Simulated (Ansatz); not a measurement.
# FGa2H3O: what the fields show

Input

```
crystal:
  periodic: [false, false, false]
  atoms:
    - symbol: F
      position_ang: [-1.005714, 0.960705, 0.647011]
    - symbol: Ga
      position_ang: [-0.219848, -0.125142, -0.731462]
    - symbol: Ga
      position_ang: [0.571422, 1.967489, 1.423217]
    - symbol: O
      position_ang: [1.336524, 0.805626, -0.035022]
    - symbol: H
      position_ang: [-0.634277, 0.467407, -2.112250]
    - symbol: H
      position_ang: [-0.229104, -1.606518, -0.246892]
    - symbol: H
      position_ang: [2.250427, 0.718725, -0.333014]
basis:
  gaussian:
    orbitals: def2-TZVPD
hamiltonian:
  xc: {name: PBE0}
output: {forces: true, orbitals: {seedname: orbitals}}
```

Command:

```sh
ansatz run input.yaml --threads 2 --pin off --max-ram 4350MiB --events-out events.jsonl --progress --plain --runs-dir runs
```

Geometry: r2SCAN-D4/def2-SVP.

Method: isolated molecule in a Gaussian basis; Kohn-Sham density functional theory, functional PBE0 in Ansatz.

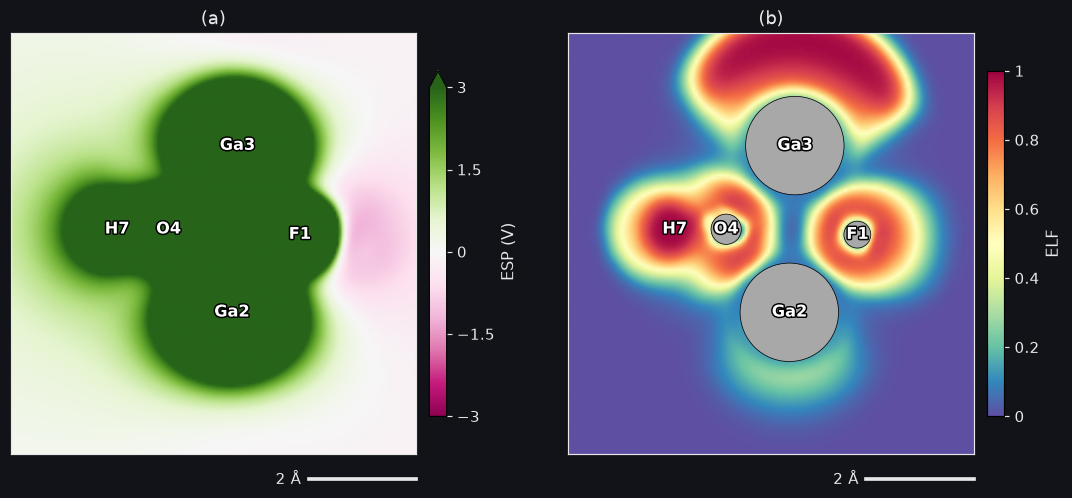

Figure 1. (a) molecular electrostatic potential; (b) electron localisation function on the plane of atoms Ga3, O4 and H7. Grey discs cover the atomic cores in the ELF map.

What do the fields say about this system?

Atoms in the plane: F, Ga, O and H. Ga–F (1.92 Å): the ELF peaks at about 0.85 in the valence shell of F, 0.5 Å from its nucleus, and is about 0.15 at the midpoint. Ga–O (1.94 Å): the ELF peaks at about 0.85 in the valence shell of O, 0.6 Å from its nucleus, and is about 0.25 at the midpoint. O–H (0.97 Å): the ELF climbs to about 1 towards the hydrogen, as it does in any bond to H; an ordinary covalent bond to hydrogen. Ga–O (2.02 Å): the ELF peaks at about 0.85 in the valence shell of O, 0.6 Å from its nucleus, and is about 0.20 at the midpoint. Ga–F (2.03 Å): the ELF peaks at about 0.85 in the valence shell of F, 0.5 Å from its nucleus, and is about 0.15 at the midpoint. The ELF also peaks beside F1, away from the bonds: lone-pair regions. Outside the dense part of the molecule the potential is most negative (−1.2 V) near F1.

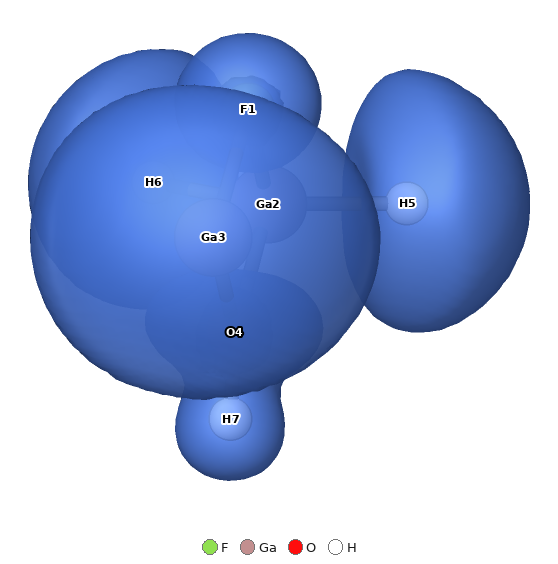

Figure 2. Isosurface of the electron localisation function at 0.75 (blue), seen at an oblique angle. Core shells and regions of very low density are left out.

Where are the electrons localised?

At this value the surface marks out two regions around hydrogen nuclei, one lobe on Ga, pointing away from the bonds (lone pairs), one region wrapped around F (its valence shell) and one joined region spread over several atoms (H, O), in which their bonds and any lone pairs are merged.

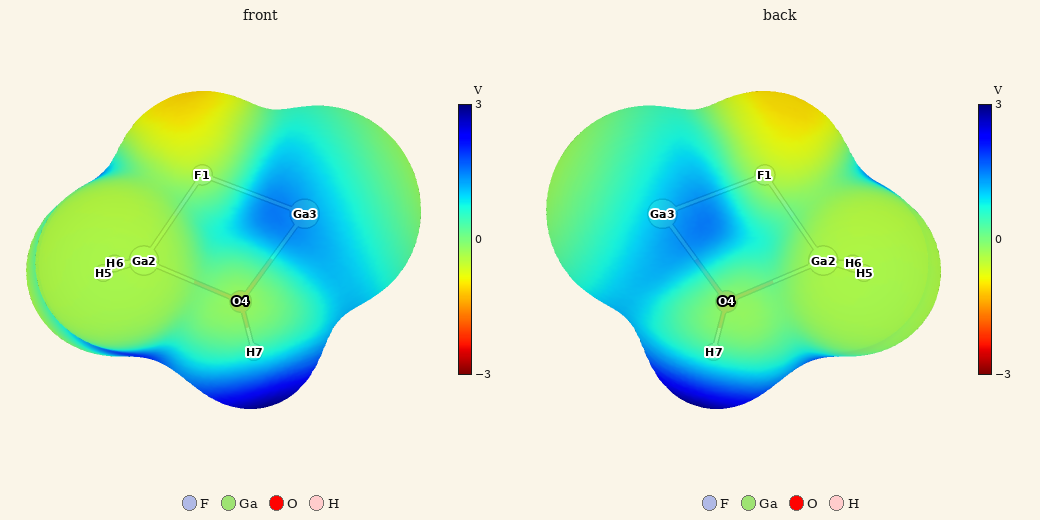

Figure 3. The molecular electrostatic potential painted on the density surface at 0.002 e/bohr³, seen from the front and from behind; the colour scale runs from red (negative) to blue (positive).

Describe the electrostatic potential map.

The most negative region (about −1.1 V, or −25 kcal/mol for a unit charge) lies over F1, the most positive (about +2.9 V, or +67 kcal/mol for a unit charge) over H7.
